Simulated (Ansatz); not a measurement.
## Single-point calculation, with input and output: CH$_{3}$AlSi

The run: single-point calculation of CH$_{3}$AlSi. Method and program: RKS PBE0-D4/def2-TZVPP (Ansatz 0.2.0).

The geometry comes from this level: PBE0-D4/def2-TZVP.

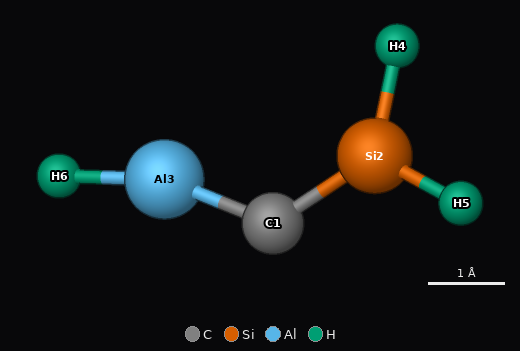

**Figure 1.** The structure (ball-and-stick view, seen at a tilt; atoms are numbered from 1 in the order of the input). Sticks mark near contacts. Bond lengths as drawn: Al–C 1.78 Å, Al–H 1.58 Å, C–Si 1.69 Å and H–Si 1.49 Å.

Input file
```yaml
crystal:
  periodic: [false, false, false]
  atoms:
    - {symbol: C, position_ang: [-0.105078, -0.087907, -0.049065]}
    - {symbol: Si, position_ang: [0.533758, 0.927683, -1.244517]}
    - {symbol: Al, position_ang: [0.356761, -0.185901, 1.666397]}
    - {symbol: H, position_ang: [1.613030, 1.953779, -1.154400]}
    - {symbol: H, position_ang: [0.041282, 0.903551, -2.649194]}
    - {symbol: H, position_ang: [0.415491, -0.612694, 3.184091]}
basis:
  gaussian: {orbitals: def2-TZVPP}
hamiltonian: {xc: pbe0, dispersion: d4}
output: {orbitals: {seedname: orbitals}}
```

Hardware: 2 threads of Arm Neoverse V1, 23 GiB of memory available, shared host.

Run as:
```bash
ansatz run in.yaml --threads 2 --pin off --events-out ev --progress --plain --max-ram 4352MiB
```

Log
```
Functional definition: PBE0
  name "PBE0"
  cite "Adamo & Barone, J. Chem. Phys. 110, 6158 (1999) doi:10.1063/1.478522"
  cite "Perdew, Burke & Ernzerhof, Phys. Rev. Lett. 77, 3865 (1996) doi:10.1103/PhysRevLett.77.3865"
  parent pbe
  parameter a = 0.25
  parameter kappa = 0.804
  parameter beta = 0.06672455060314922
  exchange = (1 - a)*pbe_x(kappa = kappa, mu = beta*pi^2/3) + a*exact_x
  correlation = pbe_c(beta = beta)
948 factors; their error is unknown
mean field evaluation 1: about -15535.1862 eV, gradient 7.4e1 eV
mean field evaluation 2: about -15472.7055 eV, gradient 1.2e2 eV
mean field evaluation 4: about -15549.0666 eV, gradient 1.2e1 eV
mean field evaluation 8: about -15549.5088 eV, gradient 1.3e-1 eV
mean field evaluation 16: about -15549.5356 eV, gradient 3.4e-5 eV
mean field -15549.53560834 eV, -571.4348937526 hartree, gradient 4.1e-5 eV, S^2 0.000000; 0 other end points of the search recorded, 0 dependent functions left out
reference -15549.53563883 eV, -571.4348948731 hartree; 18, 18 occupied and 139, 139 virtual orbitals, 948 factors
Total energy: -15549.65276291 eV, -571.4391991037 hartree
```

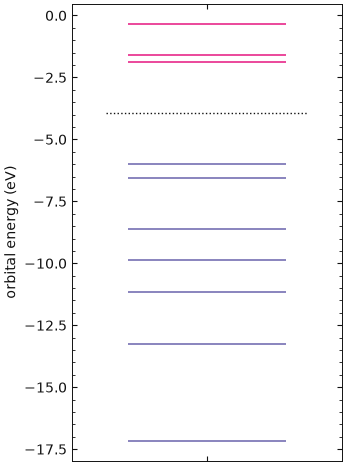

**Figure 2.** Orbital energies near the frontier; the dotted line parts filled from empty levels, and levels within 0.02 eV of each other stand side by side. Highest filled −5.99 eV, lowest empty −1.89 eV, 4.10 eV apart.

Results in brief

| quantity | value |
| --- | --- |
| outcome | converged |
| total energy | −15549.6528 eV |
| mean-field energy | −15549.5356 eV |
| dispersion energy | −0.1171 eV |
| SCF solution under orbital rotations | stable |
| HOMO | −5.99 eV |
| LUMO | −1.89 eV |
| wall time | 1.9 s (CPU time 3.6 s) |
| peak memory | 0.29 GiB |
